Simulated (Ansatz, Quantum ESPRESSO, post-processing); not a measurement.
# Tuning the work function of Mo(110), part 2 of 2

Wanted: work-function changes of Mo(110) along a row of adsorbates.

Quantum ESPRESSO 7.5; plane-wave DFT, PBE, GBRV ultrasoft pseudopotentials; geometry by Ansatz 0.2.0 with PAW datasets.

So far. Step 8 (SCF with pw.x, Au overlayer): Inside the slab this potential holds the local part of the pseudopotentials, which can be repulsive at the nuclei; only its value in the vacuum has a meaning of its own. Step 9 (Projections on atomic orbitals, Au overlayer): The atomic orbitals miss 0.1 % of the occupied states; for empty states the projections can miss much more.

## 10. Relaxation with Ansatz, Pd overlayer

Level of this step: plane-wave DFT, PBE, Ansatz PAW (Ansatz 0.2.0).

System of this step: Mo(110), 5 layers, one monolayer of Pd on longbridge sites. The cell holds 6 atoms: 5 Mo and 1 Pd. Its edges and angles: a = 2.728 Å, b = 2.728 Å, c = 27.910 Å, α = 90.0°, β = 90.0°, γ = 70.5°. It derives from Mo. Vacuum lies along c.

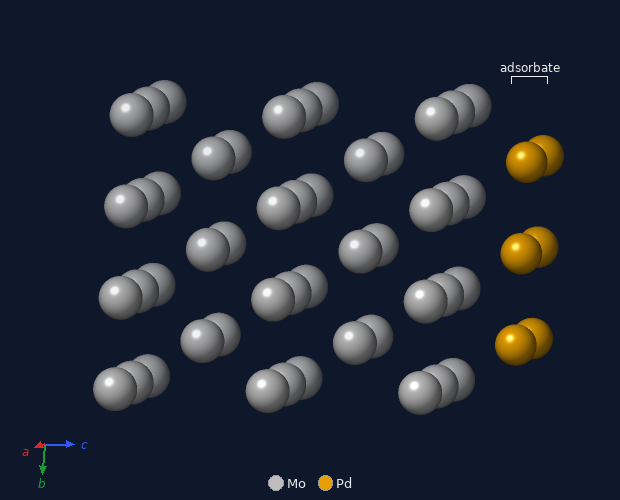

The cell of this step (molybdenum light grey, palladium orange). 2×3×1 cells are drawn. Some periodic images of atoms are drawn too.

File input.yaml:

```yaml
crystal:
  lattice:
    - [2.2273863607, -1.575, 0.0]
    - [2.2273863607, 1.575, 0.0]
    - [0.0, 0.0, 27.909545443]
  atoms:
    - { symbol: Mo, position: [0.0, 0.0, 0.2973892935] }
    - { symbol: Mo, position: [0.5, 0.5, 0.3771966255] }
    - { symbol: Mo, position: [0.0, 0.0, 0.4570039576] }
    - { symbol: Mo, position: [0.5, 0.5, 0.5368112896] }
    - { symbol: Mo, position: [0.0, 0.0, 0.6166186217] }
    - { symbol: Pd, position: [0.5, 0.5, 0.7051432847] }
kpoints:
  mp_grid: { grid: [10, 10, 1] }
hamiltonian:
  xc: pbe
scf:
  occupations: { method: fermi_dirac, width: 0.1 }
  convergence: { dr2_threshold: 1.0e-08 }
efield:
  axis: 3
  dipole_correction: true
  ramp_position: 0.97
  ramp_width: 0.04
relax:
  f_tol: 0.01
  constraints: [{ sites: [0, 1, 2] }]
output:
  write_potential: true
  write_density: true
  volumetric_format: npy
```

On the command line:

```bash
ansatz run input.yaml --threads 4 --pin off --max-ram 8192MiB --backend cpu --events-out ev --progress --plain --runs-dir out
```

It took 29 s on 4 threads of Arm Neoverse V2, shared host; peak memory 0.66 GiB; 1.9 min of CPU time.

Step by step:

```csv
step,energy less that of the first step (eV),largest force component (eV/Å)
1,0.0000,1.1642
2,-0.2028,0.3079
3,-0.2157,0.1363
4,-0.2222,0.0071
```

Forces are held to the 4 operations that the run works with; a distortion that breaks them can't arise in this run.

The atoms that moved most (Å):

```csv
atom,dx,dy,dz,length
Pd6,0.000,0.000,-0.309,0.309
Mo4,0.000,0.000,0.016,0.016
Mo5,0.000,0.000,0.008,0.008
```

Final coordinates:

```cif
data_structure
_symmetry_space_group_name_H-M 'P 1'
_symmetry_Int_Tables_number 1
_cell_length_a 2.7280
_cell_length_b 2.7280
_cell_length_c 27.9095
_cell_angle_alpha 90.000
_cell_angle_beta 90.000
_cell_angle_gamma 70.529
_cell_volume 195.82
loop_
_atom_site_label
_atom_site_type_symbol
_atom_site_fract_x
_atom_site_fract_y
_atom_site_fract_z
_atom_site_occupancy
Mo1 Mo 0.00000 0.00000 0.29739 1
Mo2 Mo 0.50000 0.50000 0.37720 1
Mo3 Mo 0.00000 0.00000 0.45700 1
Mo4 Mo 0.50000 0.50000 0.53738 1
Mo5 Mo 0.00000 0.00000 0.61690 1
Pd6 Pd 0.50000 0.50000 0.69408 1
```

The relaxation lowers the energy by 37 meV an atom. Held were the atoms numbered 1, 2 and 3; the forces quoted are those on the free ones.

Read from the output:

```
free energy                     : -31751.2342 eV
energy at zero smearing         : -31751.1446 eV
smearing term TS                : 0.1792 eV
Fermi energy                    : 7.582 eV
work function of the upper face : 4.578 eV
work function of the lower face : 4.688 eV
dipole along the normal         : 0.004287 e·Å
```

## 11. Self-consistent run, Pd overlayer

Level of this step: plane-wave DFT, PBE, GBRV ultrasoft pseudopotentials (Quantum ESPRESSO 7.5).

File Pd.esm.in:

```
&control
  prefix = 'Pd.esm'
  outdir = './out'
  pseudo_dir = './pseudo'
  calculation = 'scf'
  tprnfor = .true.
/
&system
  ibrav = 0
  nat = 6
  ntyp = 2
  ecutwfc = 40
  ecutrho = 200
  occupations = 'smearing'
  smearing = 'mv'
  degauss = 0.02
  assume_isolated = 'esm'
  esm_bc = 'bc1'
/
&electrons
  conv_thr = 1e-07
  mixing_beta = 0.4
  electron_maxstep = 120
  mixing_mode = 'local-TF'
/
ATOMIC_SPECIES
  Mo  95.9500  mo_pbe_v1.uspp.F.UPF
  Pd  106.4200  pd_pbe_v1.4.uspp.F.UPF
CELL_PARAMETERS angstrom
  2.22738636070000 -1.57500000000000 0.00000000000000
  2.22738636070000 1.57500000000000 0.00000000000000
  0.00000000000000 0.00000000000000 27.90954544300000
ATOMIC_POSITIONS crystal
  Mo  0.000000000000 0.000000000000 -0.198344712198
  Mo  0.500000000000 0.500000000000 -0.118537380198
  Mo  0.000000000000 0.000000000000 -0.038730048098
  Mo  0.500000000000 0.500000000000 0.041642298395
  Mo  0.000000000000 0.000000000000 0.121167143827
  Pd  0.500000000000 0.500000000000 0.198344712198
K_POINTS automatic
  10 10 1 0 0 0
```

On the command line:

```bash
OMP_NUM_THREADS=1 mpirun -n 4 pw.x -nk 4 -in Pd.esm.in > Pd.esm.out
```

It took 10 min on 4 MPI ranks; peak memory 0.66 GiB; 42 min of CPU time.

Read from the output:

```
free energy                                                    : -12180.6903 eV
Fermi energy                                                   : -4.656 eV
vacuum line at the lower end of the cell, over the Fermi level : 4.728 eV
vacuum line at the upper end of the cell, over the Fermi level : 4.584 eV
```

The potential energy, planar mean oscillates, so the rows of the table below give means over windows of 2.21 Å about each position, cut where the curve ends. Its maxima inside the range that stand out by 2 % of the span (Å: eV): -4.4: -2.13, -2.2: -2.27, 0.0: -2.14, 2.3: -2.39, 4.5: -1.74. Its minima: -5.6: -34.1, -3.3: -34.5, -1.1: -34.5, 1.2: -34.7, 3.4: -34.7, 5.6: -11.1.

Electrostatic potential energy of an electron; zero at the Fermi level. Table of potential energy, planar mean by z; means over each step:

```csv
z (Å),"potential energy, planar mean (eV)"
-12.84,4.73
-10.63,4.73
-8.42,4.54
-6.21,-12.7
-4.00,-16.2
-1.79,-16.2
0.42,-16.0
2.63,-16.3
4.84,-8.27
7.05,1.80
9.26,4.57
11.47,4.58
13.68,4.58
```

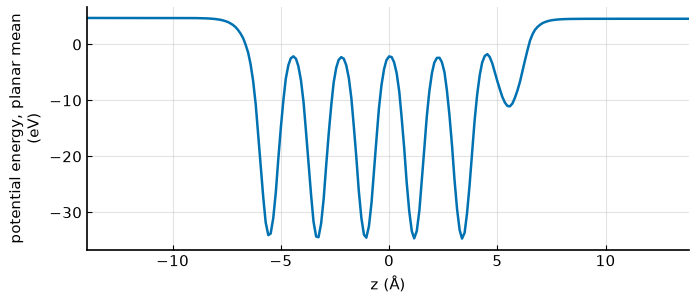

Potential energy, planar mean against z.

The covered face stands at 4.58 eV against 4.57 eV when clean.

Inside the slab this potential holds the local part of the pseudopotentials, which can be repulsive at the nuclei; only its value in the vacuum has a meaning of its own.

## 12. Projections on atomic orbitals, Pd overlayer

File Pd.pdos.in:

```
&projwfc
  prefix = 'Pd.esm'
  outdir = './out'
  filpdos = 'Pd.pdos'
  Emin = -12.656
  Emax = -0.656
  DeltaE = 0.1
  ngauss = 0
  degauss = 0.01
/
```

On the command line:

```bash
OMP_NUM_THREADS=1 mpirun -n 4 projwfc.x -in Pd.pdos.in > Pd.pdos.out
```

The job ended after 1.9 s (4 MPI ranks; peak memory 0.1 GiB; 7.8 s of CPU time).

Read from the output:

| Quantity | Value |
| --- | --- |
| spilling of the projection | 9.00e-4 |

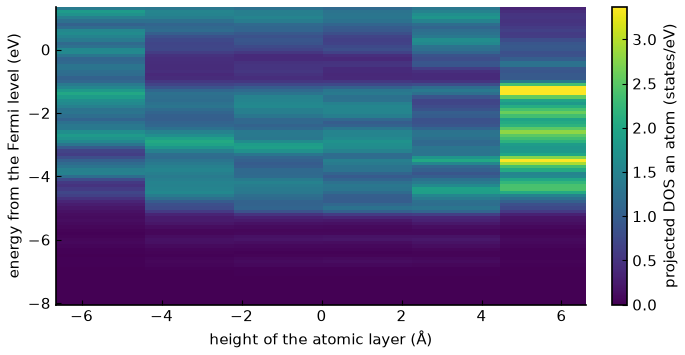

Projected DOS an atom over height of the atomic layer and energy from the Fermi level. Columns are the atomic layers from the bottom up.

The atomic orbitals miss 0.1 % of the occupied states; for empty states the projections can miss much more.

## 13. The series side by side

Against the clean face, with Pauling's electronegativity for orientation:

```csv
overlayer,electronegativity,height over the top plane (Å),change of work function (eV),step from Ansatz's dipole (eV)
Au,2.54,2.41,+0.35,+0.35
Pd,2.2,2.15,+0.01,-0.00
```

All levels:

```csv
level,covered face (eV),bare face (eV),"Ansatz, covered face (eV)",dipole by Ansatz (e Å),CPU time (s)
clean,4.574,4.698,4.551,0.004218,358.4
Cu,-,-,4.344,0.01306,954
Au,4.929,4.696,4.909,-0.009474,570.5
Pd,4.584,4.728,4.578,0.004287,2499
```

## 14. Worked from the printed numbers

Under Au the faces differ by +0.23 eV. By the Helmholtz relation p = −Δφ A/180.95 = -0.0090 e Å a cell, or -0.04 D; Ansatz's dipole is -0.0095 e Å.

## 15. Results

```
work function of the clean face : 4.57 eV
change under Au                 : +0.35 eV
change under Pd                 : +0.01 eV
```

On a clean face of 4.57 eV the changes run from +0.01 eV (Pd) to +0.35 eV (Au) (PBE, GBRV ultrasoft). Of 4 overlayers planned, 2 are shown; the others were not run or did not converge. The bare face moves by 0.03 eV over the row; it should not move at all, so the changes above are uncertain by about as much. Full 1×1 monolayers on one site are model structures; at this coverage neighbours depolarise each other, and real layers may take other sites or reconstruct. The upper layers were relaxed under PBE at the tabulated lattice constant. Spin-orbit coupling is left out; depending on the atoms that carry the levels of interest, it can split and shift them by tenths of an eV to an eV or more.

Computed beside measured:

| quantity | measured | PBE, GBRV ultrasoft, clean |
| --- | --- | --- |
| work function (clean (110) face) (eV) | 4.95 | 4.57 (-0.38 eV) |

Measured values from arxiv:1902.07811 (2019).

How well it matches: The work function is off by -0.38 eV: a clear miss. The grades are ours: good and fair within 3 and 7 % for the work function. Other measurements of the same face can differ from the value quoted by 0.1 to 0.2 eV.

[Logs are printed without paths, hosts, clocks, repeated set-up lines and the standing remarks that a program may print on its own settings, such as how far it seeks lower states.]

[Hosts, paths, dates, database ids (printed as entryN), source tags and the programs' standing remarks are cut or masked in the printed files.]

[Maps of the electrostatic potential energy from Ansatz leave out the sawtooth potential of an applied field or a dipole correction, so their vacuum need not be flat; planar profiles and work functions include it.]
